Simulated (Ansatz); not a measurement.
# CHSi₂ (sextet): from Hartree-Fock to the top rungs, cc-pVTZ

Aim: climb from Hartree-Fock through coupled cluster for CHSi₂ (sextet) at one geometry and basis, and see what each rung misses.

Program: Ansatz 0.2.0, Gaussian basis. Level of theory: cc-pVTZ, core rule «outside noble gas», up to 11 orbitals frozen. These are calculated values, not measurements.

Plan: UHF; CCSD(T) on ROHF; CCSD(T) on UHF; BCCD(T) on ROHF; CCSDT(Q) on ROHF; CCSDT(Q) on UHF.

3 further runs of the same task are left out: 3 set aside as unsound or not needed.

### 1 What is computed

The geometry is a PBE0/def2-TZVP stationary point (not a proven minimum) of the parent state, kept for this charge and spin.

4 atoms, charge 0, spin multiplicity 6.

Atoms are counted from 1 here; the program's logs count them from 0.

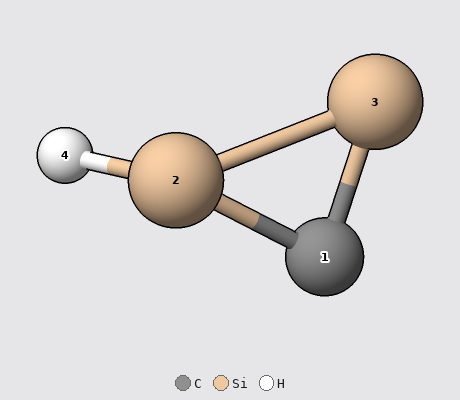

The structure; carbon grey, silicon light orange, hydrogen white; atoms are numbered from 1 in the order of the file.

In the tables R marks a restricted open-shell determinant and U an unrestricted one; energies count from the table's Hartree-Fock row.

### 2 UHF

Contents of in.yaml:

```yaml
crystal:
  periodic: [false, false, false]
  atoms:
    - {symbol: C, position_ang: [-0.061244, -1.147988, -0.219952]}
    - {symbol: Si, position_ang: [0.099301, 0.160438, 1.164819]}
    - {symbol: Si, position_ang: [-0.033008, 0.314343, -1.142833]}
    - {symbol: H, position_ang: [-1.117401, 0.450106, 2.008353]}
basis:
  gaussian: {orbitals: cc-pVTZ}
magnetization: {spin_polarized: true, initial_magnetization: 5}
hamiltonian: {xc: hf}
output: {orbitals: {seedname: orbitals}}
```

Launch:

```bash
$ ansatz run in.yaml --threads 1 --pin off --events-out ev --progress --plain --max-ram 4096MiB --backend cpu
```

Output:

```text
Functional definition: HF
  name "HF"
  cite "Fock, Z. Phys. 61, 126 (1930) doi:10.1007/BF01340294"
  parent pbe
  exchange = exact_x
  correlation = 0
987 factors; their error is unknown
mean field evaluation 1: about -16761.7826 eV, gradient 1.3e1 eV
mean field evaluation 2: about -16763.2305 eV, gradient 6.7e0 eV
mean field evaluation 4: about -16763.8606 eV, gradient 1.4e0 eV
mean field evaluation 8: about -16763.9867 eV, gradient 2.3e-1 eV
mean field evaluation 16: about -16764.3853 eV, gradient 2.6e-5 eV
mean field evaluation 32: about -16760.6543 eV, gradient 8.0e0 eV
mean field evaluation 64: about -16763.9747 eV, gradient 4.7e-1 eV
mean field -16764.38529442 eV, -616.0797962615 hartree, gradient 2.6e-5 eV, S^2 8.790338; 0 other end points of the search recorded, 0 dependent functions left out
reference -16764.38529442 eV, -616.0797962615 hartree; 20, 15 occupied and 92, 97 virtual orbitals, 987 factors
Total energy: -16764.38529442 eV, -616.0797962615 hartree
```

It took 3.4 s on 1 thread of AMD EPYC 7R13, shared host.

From the report: ⟨S²⟩ of the determinant 8.790 (pure sextet: 8.75).

### 3 CCSD(T) on ROHF

Changes to in.yaml since step 2:

```diff
@@ -9,4 +9,3 @@
   gaussian: {orbitals: cc-pVTZ}
-magnetization: {spin_polarized: true, initial_magnetization: 5}
-hamiltonian: {xc: hf}
-output: {orbitals: {seedname: orbitals}}
+magnetization: {spin_polarized: false, initial_magnetization: 5}
+correlation: {method: ccsd_t, electrons: outside_noble_gas}
```

Launch:

```bash
$ ansatz run in.yaml --threads 2 --pin off --events-out ev --progress --plain --max-ram 24576MiB --backend cuda --devices 0, --max-vram 18GiB
```

Output, shortened:

```text
Functional definition: HF
  name "HF"
  cite "Fock, Z. Phys. 61, 126 (1930) doi:10.1007/BF01340294"
  parent pbe
[...]
674 factors; integrals over basis functions are off by at most 7.8e-4 eV
[...]
mean field -16764.08584779 eV, -616.0687918006 hartree, gradient 2.1e-6 eV, S^2 8.750000; 3 other end points of the search recorded, 0 dependent functions left out
[...]
determinant -16764.08584779 eV, -616.0687918006 hartree, with singles and doubles -16772.82352055 eV, -616.3898953523 hartree
determinant -16761.98667314 eV, -615.9916485553 hartree, with singles and doubles -16770.90780865 eV, -616.3194942382 hartree
determinant -16761.55129324 eV, -615.9756486389 hartree, with singles and doubles -16770.72453529 eV, -616.3127590665 hartree
11 core orbitals not correlated: weight in the atoms' cores, before any rotation towards them, 1.000 or more for the frozen orbitals, at most 0.000 for the correlated occupied ones
reference -16764.08584779 eV, -616.0687918006 hartree; 9, 4 occupied and 92, 97 virtual orbitals, 674 factors
second order -7.48200952 eV of doubles, -0.17232012 eV of singles
cycle   1  -8.61431671 eV  change   -5.8e-1 eV  update   2.4e-2
[...]
cycle  12  -8.64947307 eV  change   -1.2e-5 eV  update   1.5e-5
perturbative correction -0.49867044 eV, -0.0183258005 hartree
Total energy: -16773.23399129 eV, -616.4049798735 hartree
```

Run time: 10 s. Hardware: 1 × H100 (card shared with other runs) with 2 threads of AMD EPYC 7R13, shared host; peak host memory 0.82 GiB.

From the report: correlation -9.1481 eV; T1 0.041; largest double amplitude 0.04.

### 4 CCSD(T) on UHF

Changes to in.yaml since step 3:

```diff
@@ -9,3 +9,3 @@
   gaussian: {orbitals: cc-pVTZ}
-magnetization: {spin_polarized: false, initial_magnetization: 5}
+magnetization: {spin_polarized: true, initial_magnetization: 5}
 correlation: {method: ccsd_t, electrons: outside_noble_gas}
```

Same command.

Output, shortened:

```text
Functional definition: HF
  name "HF"
  cite "Fock, Z. Phys. 61, 126 (1930) doi:10.1007/BF01340294"
  parent pbe
[...]
674 factors; integrals over basis functions are off by at most 7.8e-4 eV
[...]
mean field -16764.38585899 eV, -616.0798170092 hartree, gradient 1.7e-6 eV, S^2 8.790338; 6 other end points of the search recorded, 0 dependent functions left out
determinant -16764.38585899 eV, -616.0798170092 hartree, with singles and doubles -16772.82101967 eV, -616.3898034465 hartree
determinant -16762.29739520 eV, -616.0030673803 hartree, with singles and doubles -16770.91050723 eV, -616.3195934092 hartree
determinant -16762.15176938 eV, -615.9977157300 hartree, with singles and doubles -16770.71086086 eV, -616.3122565406 hartree
determinant -16761.65844304 eV, -615.9795863217 hartree, with singles and doubles -16770.15586593 eV, -616.2918608529 hartree
11 core orbitals not correlated: weight in the atoms' cores, before any rotation towards them, 1.000 or more for the frozen orbitals, at most 0.000 for the correlated occupied ones
reference -16764.38585899 eV, -616.0798170092 hartree; 9, 4 occupied and 92, 97 virtual orbitals, 674 factors
second order -7.28493778 eV of doubles, -0.00000000 eV of singles
cycle   1  -8.32822838 eV  change   -5.8e-1 eV  update   2.4e-2
[...]
cycle  13  -8.36376991 eV  change    3.3e-6 eV  update   7.1e-6
perturbative correction -0.48384891 eV, -0.0177811196 hartree
Total energy: -16773.23347782 eV, -616.4049610040 hartree
```

It took 9.5 s on 1 × H100 (card shared with other runs) with 2 threads of AMD EPYC 7R13, shared host; peak host memory 0.81 GiB.

From the report: ⟨S²⟩ of the determinant 8.790 (pure sextet: 8.75); correlation -8.8476 eV; T1 0.035; largest double amplitude 0.04.

### 5 BCCD(T) on ROHF

Changes to in.yaml since step 4:

```diff
@@ -9,3 +9,3 @@
   gaussian: {orbitals: cc-pVTZ}
-magnetization: {spin_polarized: true, initial_magnetization: 5}
-correlation: {method: ccsd_t, electrons: outside_noble_gas}
+magnetization: {spin_polarized: false, initial_magnetization: 5}
+correlation: {method: bccd_t, electrons: outside_noble_gas}
```

The command is unchanged.

Output, shortened:

```text
Functional definition: HF
  name "HF"
  cite "Fock, Z. Phys. 61, 126 (1930) doi:10.1007/BF01340294"
  parent pbe
[...]
674 factors; integrals over basis functions are off by at most 7.8e-4 eV
[...]
mean field -16764.08584779 eV, -616.0687918006 hartree, gradient 2.1e-6 eV, S^2 8.750000; 3 other end points of the search recorded, 0 dependent functions left out
[...]
determinant -16764.08584779 eV, -616.0687918006 hartree, with singles and doubles -16772.82352055 eV, -616.3898953523 hartree
determinant -16761.98667314 eV, -615.9916485553 hartree, with singles and doubles -16770.90780865 eV, -616.3194942382 hartree
determinant -16761.55129324 eV, -615.9756486389 hartree, with singles and doubles -16770.72453529 eV, -616.3127590665 hartree
11 core orbitals not correlated: weight in the atoms' cores, before any rotation towards them, 1.000 or more for the frozen orbitals, at most 0.000 for the correlated occupied ones
reference -16764.08584779 eV, -616.0687918006 hartree; 9, 4 occupied and 92, 97 virtual orbitals, 674 factors
second order -7.48200952 eV of doubles, -0.17232012 eV of singles
cycle   1  -8.61589349 eV  change   -5.8e-1 eV  update   2.9e-2
[...]
cycle  14  -8.64158129 eV  change    8.7e-6 eV  update   8.5e-6
perturbative correction -0.51238398 eV, -0.0188297641 hartree
Total energy: -16773.23981306 eV, -616.4051938197 hartree
```

Run time: 12 s. Hardware: 1 × H100 (card shared with other runs) with 2 threads of AMD EPYC 7R13, shared host; peak host memory 0.82 GiB.

From the report: correlation -9.1540 eV; largest double amplitude 0.04.

### 6 CCSDT(Q) on ROHF

Changes to in.yaml since step 5:

```diff
@@ -10,2 +10,2 @@
 magnetization: {spin_polarized: false, initial_magnetization: 5}
-correlation: {method: bccd_t, electrons: outside_noble_gas}
+correlation: {method: ccsdt_q, electrons: outside_noble_gas}
```

Same command.

Output, shortened:

```text
Functional definition: HF
  name "HF"
  cite "Fock, Z. Phys. 61, 126 (1930) doi:10.1007/BF01340294"
  parent pbe
[...]
1439 factors; integrals over basis functions are off by at most 1.3e-7 eV
[...]
mean field -16764.08587599 eV, -616.0687928373 hartree, gradient 2.9e-6 eV, S^2 8.750000; 2 other end points of the search recorded, 0 dependent functions left out
[...]
determinant -16764.08587599 eV, -616.0687928373 hartree, with singles and doubles -16772.82310025 eV, -616.3898799065 hartree
determinant -16761.98670642 eV, -615.9916497783 hartree, with singles and doubles -16770.90772609 eV, -616.3194912044 hartree
11 core orbitals not correlated: weight in the atoms' cores, before any rotation towards them, 1.000 or more for the frozen orbitals, at most 0.000 for the correlated occupied ones
reference -16764.08587599 eV, -616.0687928373 hartree; 9, 4 occupied and 92, 97 virtual orbitals, 1439 factors
second order -7.48202554 eV of doubles, -0.17232018 eV of singles
cycle   1  -8.21575666 eV  change   -5.6e-1 eV  update   1.1e-1
[...]
cycle  22  -9.20082196 eV  change   -5.3e-7 eV  update   1.2e-6
perturbative correction -0.03918115 eV, -0.0014398807 hartree
Total energy: -16773.32587910 eV, -616.4083566885 hartree
```

Wall time 75 s (1 × H100 (card shared with other runs) with 2 threads of AMD EPYC 7R13, shared host); peak host memory 1.6 GiB.

From the report: correlation -9.2400 eV; T1 0.045; largest double amplitude 0.06.

### 7 CCSDT(Q) on UHF

Changes to in.yaml since step 6:

```diff
@@ -9,3 +9,3 @@
   gaussian: {orbitals: cc-pVTZ}
-magnetization: {spin_polarized: false, initial_magnetization: 5}
+magnetization: {spin_polarized: true, initial_magnetization: 5}
 correlation: {method: ccsdt_q, electrons: outside_noble_gas}
```

Same command.

Output, shortened:

```text
Functional definition: HF
  name "HF"
  cite "Fock, Z. Phys. 61, 126 (1930) doi:10.1007/BF01340294"
  parent pbe
[...]
1439 factors; integrals over basis functions are off by at most 1.3e-7 eV
[...]
mean field -16764.38588770 eV, -616.0798180640 hartree, gradient 1.7e-6 eV, S^2 8.790338; 6 other end points of the search recorded, 0 dependent functions left out
determinant -16764.38588770 eV, -616.0798180640 hartree, with singles and doubles -16772.82105609 eV, -616.3898047850 hartree
determinant -16762.29742900 eV, -616.0030686226 hartree, with singles and doubles -16770.91056138 eV, -616.3195953992 hartree
determinant -16762.15179802 eV, -615.9977167825 hartree, with singles and doubles -16770.71088184 eV, -616.3122573116 hartree
determinant -16761.65847148 eV, -615.9795873666 hartree, with singles and doubles -16770.15589810 eV, -616.2918620354 hartree
11 core orbitals not correlated: weight in the atoms' cores, before any rotation towards them, 1.000 or more for the frozen orbitals, at most 0.000 for the correlated occupied ones
reference -16764.38588770 eV, -616.0798180640 hartree; 9, 4 occupied and 92, 97 virtual orbitals, 1439 factors
second order -7.28495213 eV of doubles, -0.00000000 eV of singles
cycle   1  -7.91447793 eV  change   -6.3e-1 eV  update   1.1e-1
[...]
cycle  22  -8.90591269 eV  change   -4.5e-7 eV  update   1.3e-6
perturbative correction -0.03949939 eV, -0.0014515757 hartree
Total energy: -16773.33129978 eV, -616.4085558945 hartree
```

Wall time 63 s (1 × H100 (card shared with other runs) with 2 threads of AMD EPYC 7R13, shared host); peak host memory 1.5 GiB.

From the report: ⟨S²⟩ of the determinant 8.790 (pure sextet: 8.75); correlation -8.9454 eV; T1 0.040; largest double amplitude 0.06.

### 8 Misses and costs

The yardstick is UCCSDT(Q), where the cluster series has nearly closed. Rows without a time come out of other runs: HF, MP2 and CCSD of CCSD(T), CCSDT of CCSDT(Q).

Differences are taken before rounding.

| method | energy from the lowest ROHF (meV) | from UCCSDT(Q) (meV) | time |
| --- | --- | --- | --- |
| ROHF | 0.0 | +9245.5 |  |
| UHF | -300.0 | +8945.4 |  |
| RMP2 | -7654.3 | +1591.1 |  |
| UMP2 | -7584.9 | +1660.5 |  |
| RCCSD | -8649.5 | +596.0 |  |
| UCCSD | -8663.8 | +581.7 |  |
| RCCSD(T) | -9148.1 | +97.3 | 10 s |
| UCCSD(T) | -9147.6 | +97.8 | 9.5 s |
| BCCD(T) | -9154.0 | +91.5 | 12 s |
| RCCSDT | -9200.9 | +44.6 |  |
| UCCSDT | -9206.0 | +39.5 |  |
| RCCSDT(Q) | -9240.0 | +5.4 | 75 s |
| UCCSDT(Q) | -9245.5 | 0 | 63 s |

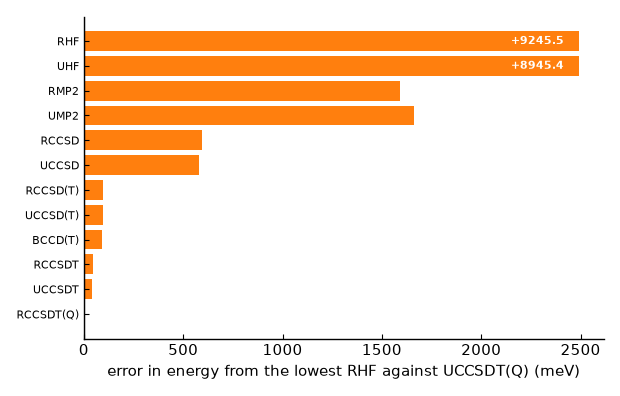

How far each level lands from UCCSDT(Q). Bars with a number in them are cut short.

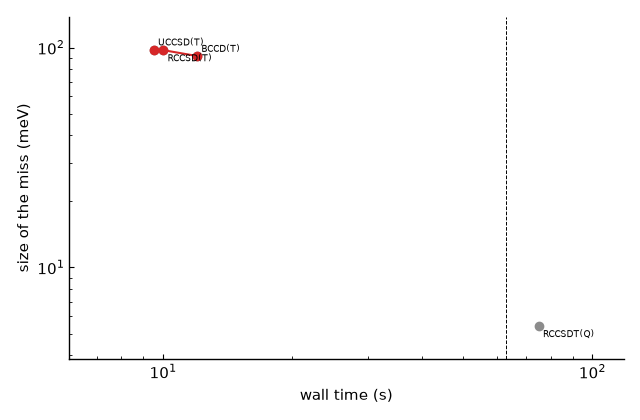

Accuracy for the time spent; red marks the levels that beat every quicker one drawn (of those quicker than the yardstick), and the dashed line is the time of UCCSDT(Q). Times are from a shared host.

### 9 Results

```
                         quantity              value
    UCCSDT(Q) from the ROHF energy         -9.2455 eV
              RMP2 from UCCSDT(Q)        +1591.1 meV
              UMP2 from UCCSDT(Q)        +1660.5 meV
             RCCSD from UCCSDT(Q)         +596.0 meV
          RCCSD(T) from UCCSDT(Q)          +97.3 meV
          UCCSD(T) from UCCSDT(Q)          +97.8 meV
         RCCSDT(Q) from UCCSDT(Q)           +5.4 meV
levels within 1 kcal/mol (43 meV)  UCCSDT, RCCSDT(Q)
                    T1 diagnostic              0.041
```

RCCSD(T) misses by +97.3 meV, 1.1 % of the correlation energy. These misses are within one basis, not against nature; the frozen cores of restricted and unrestricted runs differ, which can shift their rows.

For cost: BCCD(T) gets within 91.5 meV in 12 s, where UCCSDT(Q) took 63 s; the quickest level in the cost chart, UCCSD(T), takes 9.5 s and misses by 97.8 meV.
